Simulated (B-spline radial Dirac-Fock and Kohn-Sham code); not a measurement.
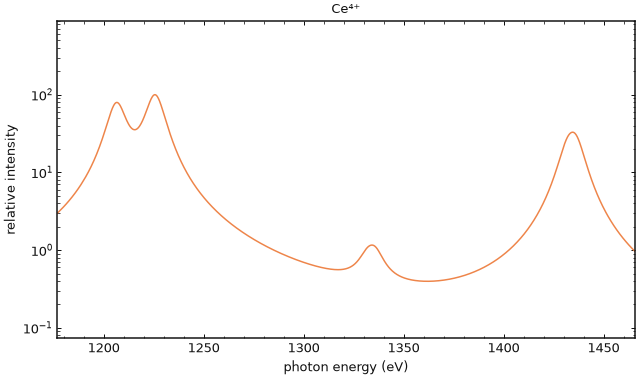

X-ray emission lines that fill an M1 (3s) hole, broadened by a Lorentzian of 9.9 eV full width, on a logarithmic intensity axis. Lines at much lower energy are not shown. System: cerium in charge state +4 (Ce⁴⁺) in the configuration [Xe]. Level of theory: independent-particle rates on relativistic LDA orbitals of the hole state (multipoles to L = 3), energies from Dirac–Fock ΔSCF; calculated with a radial B-spline solver. Widths ruled by Coster–Kronig decay come out up to twice the measured ones in this model.

What can be read from it?

The strongest line is M1-N3 at 1.2257 keV with 42.4 % of the photons, then M1-N2 at 1.2065 keV (33 %), M1-O3 at 1.4358 keV (9.3 %), M1-O2 at 1.4325 keV (6.9 %), M1-N5 at 1.3355 keV (0.22 %). The hole has a width of 6.62 eV and a fluorescence yield of 0.00119.
